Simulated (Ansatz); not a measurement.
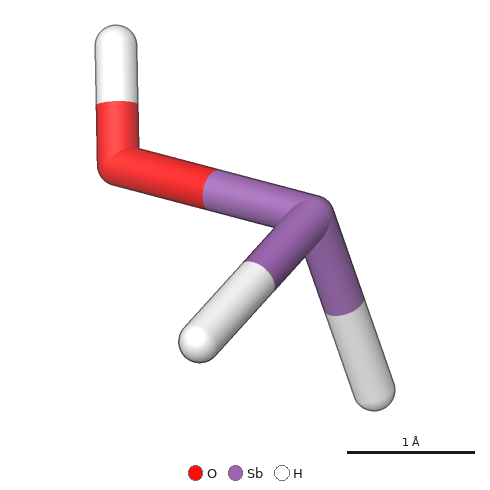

Rendered structure (stick style).

Which formula does it have?

H₃OSb, 5 atoms: 3 hydrogen, 1 oxygen and 1 antimony.

How many atoms are distinct by symmetry?

4: 1 O, 1 Sb, 1 H, 2 H.

More results for the same structure follow; atom numbers are the same in all pictures, views and colours differ. The geometry was computed by an optimisation with PBE0-D4/def2-TZVP.

**Dipole moment**

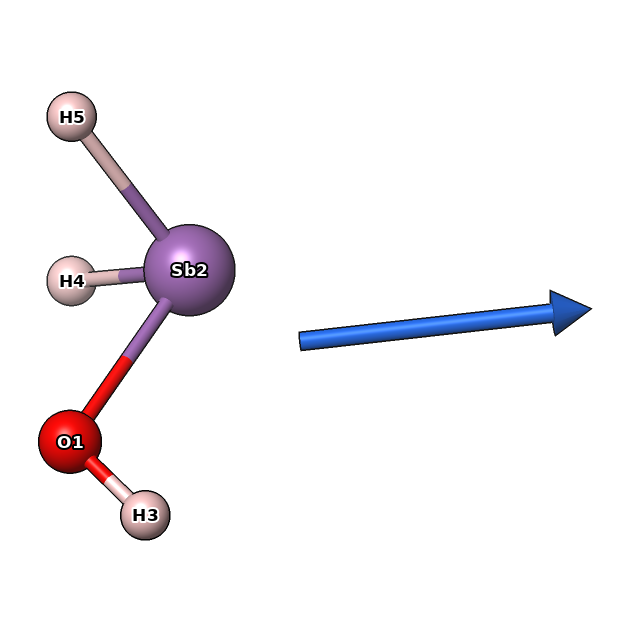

The arrow beside the molecule shows the direction of the dipole moment, from the negative to the positive end (its length means nothing). Level of theory: RKS ωB97M-V/def2-TZVPP, core potentials on Sb (Ansatz 0.2.0).

How large is the dipole moment?

1.94 D; it points from the side of O1 to the side of Sb2 (the outermost atoms at the two ends).

**Vibrations**

Harmonic vibrations computed with RKS PBE0-D4/def2-TZVP, core potentials on Sb (Ansatz 0.2.0) at a stationary point of the same level.

List the wavenumbers.

9 modes: 176, 603, 662, 669, 853, 953, 1950, 1951, 3891 cm⁻¹.

**Electronic properties**

Level of theory: RKS r2SCAN0-D4/def2-TZVPP, core potentials on Sb (Ansatz 0.2.0).

What is the HOMO–LUMO gap?

6.60 eV.

What is the HOMO energy (Kohn–Sham orbital)?

−7.57 eV.

**Charges**

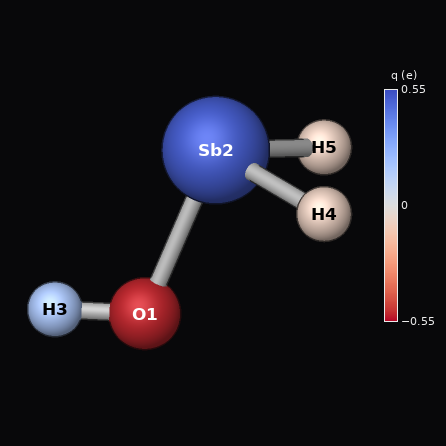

Atoms are coloured by their Mulliken charges. Method: RKS ωB97M-V/def2-TZVPP, core potentials on Sb (Ansatz 0.2.0).

Which atom carries the highest charge (most positive or least negative)?

Sb2 (0.50 e).

And the lowest?

O1 (−0.52 e).

Give the Mulliken charges atom by atom.

```
atom  value (e)
  O1      −0.52
 Sb2       0.50
  H3       0.17
  H4      −0.08
  H5      −0.08
```

Mulliken values depend strongly on the basis set and can even reverse the polarity of a bond.
